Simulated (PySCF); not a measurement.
# Two runs on C4H8

System: C4H8.
Method of run 1: TDDFT PBE0/6-31G*, vertical, gas phase, core orbitals frozen in the response (PySCF 2.14.0).

The geometry comes from this level: PBE0-D3(BJ)/def2-SVP. Text and figures count atoms from 1; the logs count them from 0 in places.

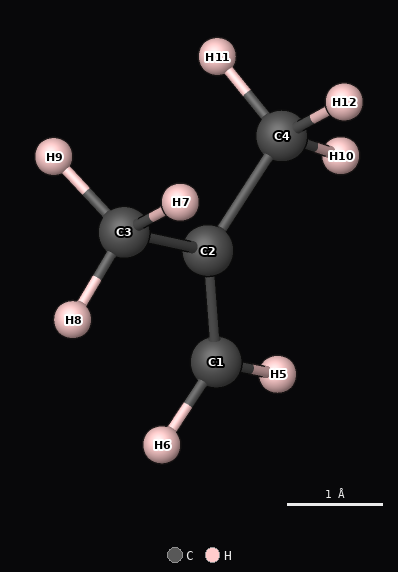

Figure 1. The structure (ball-and-stick view, seen at a tilt; atoms are numbered from 1 in the order of the input). Bond lengths as drawn: C–C 1.34 to 1.50 Å and C–H 1.09 to 1.10 Å.

**Input, run 1**
```
{"job": {"kind": "uv", "xc": "PBE0", "basis": "6-31G*"}, "charge": 0, "multiplicity": 1}
C      1.363741    -0.598211     0.439994
C      0.189270    -0.082379     0.060051
C     -1.117188    -0.712066     0.442926
C      0.093874     1.161054    -0.773388
H      2.310520    -0.130600     0.155189
H      1.418042    -1.505573     1.048171
H     -1.740054    -0.005466     1.017658
H     -0.976757    -1.618297     1.048457
H     -1.700454    -0.982608    -0.453805
H      1.083839     1.568665    -1.021150
H     -0.443617     0.961630    -1.716198
H     -0.480231     1.942992    -0.247534
```

The first line tells a small driver script what to run in PySCF; the rest is the geometry in Å.

Hardware: 1 CPU thread, shared host.

**Output (run 1)**
```
coarse grid: 9304 points
cycle   1  E = -157.0154932779  dE =  1.797e-01  |g| = 3.762e-01  |ddm| = 2.854e+00
cycle   2  E = -157.0159387390  dE = -4.455e-04  |g| = 3.779e-01  |ddm| = 8.192e-01
cycle   3  E = -157.0556063584  dE = -3.967e-02  |g| = 1.330e-02  |ddm| = 4.389e-01
cycle   4  E = -157.0555940844  dE =  1.227e-05  |g| = 1.562e-02  |ddm| = 2.655e-02
cycle   5  E = -157.0556580625  dE = -6.398e-05  |g| = 2.497e-03  |ddm| = 1.504e-02
cycle   6  E = -157.0556595281  dE = -1.466e-06  |g| = 6.068e-04  |ddm| = 2.885e-03
final grid: 87808 points
cycle   7  E = -157.0197032114  dE = -1.692e-05  |g| = 6.892e-03  |ddm| = 1.661e-02
cycle   8  E = -157.0197011095  dE =  2.102e-06  |g| = 7.543e-03  |ddm| = 1.558e-02
cycle   9  E = -157.0197165297  dE = -1.542e-05  |g| = 1.032e-03  |ddm| = 8.349e-03
cycle  10  E = -157.0197168022  dE = -2.726e-07  |g| = 1.056e-04  |ddm| = 9.232e-04
cycle  11  E = -157.0197168052  dE = -3.010e-09  |g| = 1.866e-05  |ddm| = 1.207e-04
cycle  12  E = -157.0197168053  dE = -8.242e-11  |g| = 7.883e-06  |ddm| = 3.614e-05
converged SCF energy = -157.0197168053

Static polarisability (au): isotropic 42.628, principal 28.756 43.376 55.753

Singlet excitations
state   eV       nm        f      main configurations
  1   7.7141    160.7   0.45958   H->L 0.97
  2   8.3549    148.4   0.01160   H->L+1 0.98
  3   8.5233    145.5   0.00000   H-1->L 0.98
  4   9.1418    135.6   0.00090   H-2->L 0.92
  5   9.4053    131.8   0.02642   H->L+2 0.93
  6   9.4550    131.1   0.00002   H->L+3 0.91
  7   9.6362    128.7   0.00000   H-3->L 0.93
  8  10.1525    122.1   0.00000   H->L+4 0.99
  9  10.3130    120.2   0.00047   H->L+5 0.98
 10  10.3703    119.6   0.05160   H-4->L 0.97

Triplet excitations (Tamm-Dancoff, eV): 4.3045 8.0300 8.1355 8.6193
```

For run 2 the input was changed thus:
```diff
-"basis": "6-31G*"
+"basis": "def2-SVP"
```

Predict how the results change.

The total energy of run 2 is 67.4 kcal/mol higher, which measures the change of basis and not a stability. The HOMO goes from −6.77 to −6.95 eV. The LUMO goes from 1.02 to 0.73 eV. The dipole moment goes from 0.52 to 0.59 D. The lowest excitation goes from 7.71 to 7.54 eV. The strongest computed line goes from 7.71 to 7.54 eV. The number of SCF iterations is the same. The basis functions go from 72 to 96.

**Output (run 2)**
```
coarse grid: 9304 points
cycle   1  E = -156.8549315732  dE =  1.501e-01  |g| = 3.359e-01  |ddm| = 3.273e+00
cycle   2  E = -156.8548619492  dE =  6.962e-05  |g| = 3.452e-01  |ddm| = 7.831e-01
cycle   3  E = -156.8880993342  dE = -3.324e-02  |g| = 1.726e-02  |ddm| = 4.123e-01
cycle   4  E = -156.8880636061  dE =  3.573e-05  |g| = 2.137e-02  |ddm| = 3.715e-02
cycle   5  E = -156.8881852135  dE = -1.216e-04  |g| = 2.392e-03  |ddm| = 2.109e-02
cycle   6  E = -156.8881865398  dE = -1.326e-06  |g| = 6.726e-04  |ddm| = 3.340e-03
final grid: 87808 points
cycle   7  E = -156.9123467128  dE = -1.763e-05  |g| = 6.582e-03  |ddm| = 2.125e-02
cycle   8  E = -156.9123441654  dE =  2.547e-06  |g| = 7.299e-03  |ddm| = 1.530e-02
cycle   9  E = -156.9123587932  dE = -1.463e-05  |g| = 9.971e-04  |ddm| = 8.455e-03
cycle  10  E = -156.9123590503  dE = -2.571e-07  |g| = 8.575e-05  |ddm| = 9.555e-04
cycle  11  E = -156.9123590523  dE = -1.949e-09  |g| = 2.140e-05  |ddm| = 1.236e-04
cycle  12  E = -156.9123590524  dE = -1.071e-10  |g| = 8.610e-06  |ddm| = 3.771e-05
converged SCF energy = -156.9123590524

Static polarisability (au): isotropic 44.878, principal 31.488 45.280 57.866

Singlet excitations
state   eV       nm        f      main configurations
  1   7.5389    164.5   0.47385   H->L 0.96
  2   7.6234    162.6   0.00868   H->L+1 0.99
  3   8.3702    148.1   0.00000   H-1->L 0.95
  4   8.6465    143.4   0.01585   H->L+2 0.97
  5   8.8039    140.8   0.00000   H->L+3 0.69, H->L+4 0.27
  6   9.0282    137.3   0.00681   H-2->L 0.95
  7   9.1935    134.9   0.00000   H->L+4 0.70, H->L+3 0.29
  8   9.4074    131.8   0.00000   H-3->L 0.98
  9   9.7186    127.6   0.00002   H->L+6 0.98
 10   9.7701    126.9   0.00064   H->L+5 0.97

Triplet excitations (Tamm-Dancoff, eV): 4.2787 7.4576 7.8695 8.4147
```

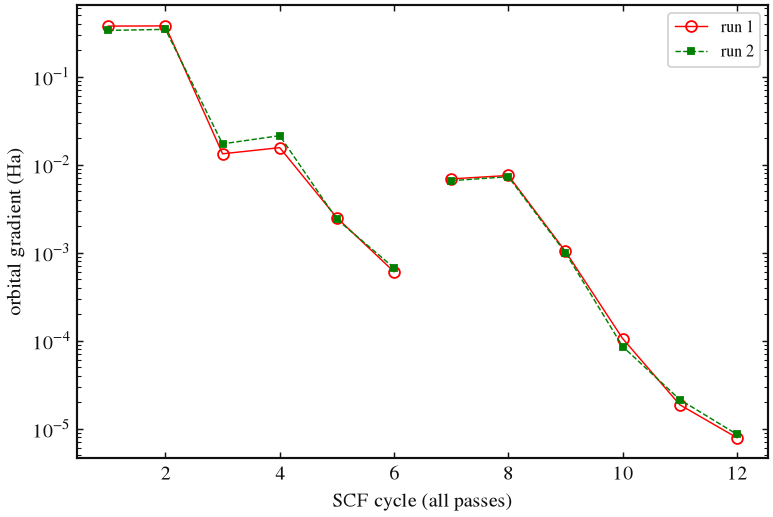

Figure 2. Convergence of the two runs: orbital gradient against the SCF cycle. A break in a curve parts two SCF passes (coarse and final grid). Run 1 takes 12 cycles in all, and run 2 takes 12.

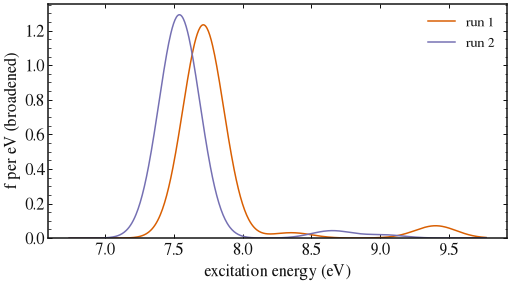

Figure 3. Absorption of the two runs from their computed states, each broadened by a Gaussian of 0.35 eV full width; the range ends where the shorter list of states ends.

**The two runs side by side**

```tsv
quantity	run 1	run 2
outcome	converged	converged
total energy (hartree)	−157.019717	−156.912359
HOMO (eV)	−6.77	−6.95
LUMO (eV)	1.02	0.73
dipole moment (D)	0.52	0.59
lowest excitation (eV)	7.71	7.54
SCF iterations	12	12
strongest computed line (eV)	7.71	7.54
basis functions	72	96
wall time (shared host)	3.8 s	5.1 s
```
